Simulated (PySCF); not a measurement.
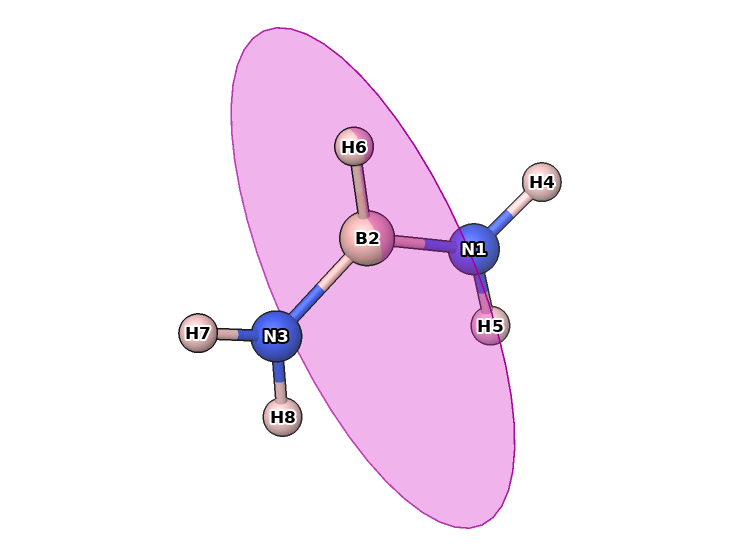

A disc through the centre of mass is drawn in. Distant atoms are faded towards the background colour. Computed geometry: GFN2-xTB optimisation. No frequency run is at hand to confirm it as a minimum.

### Is the plane of the disc a mirror plane of the structure?

Yes. The reflection leaves B2, H6 in place and moves N1 ↔ N3; H4 ↔ H7; H5 ↔ H8. The point group is C2v.
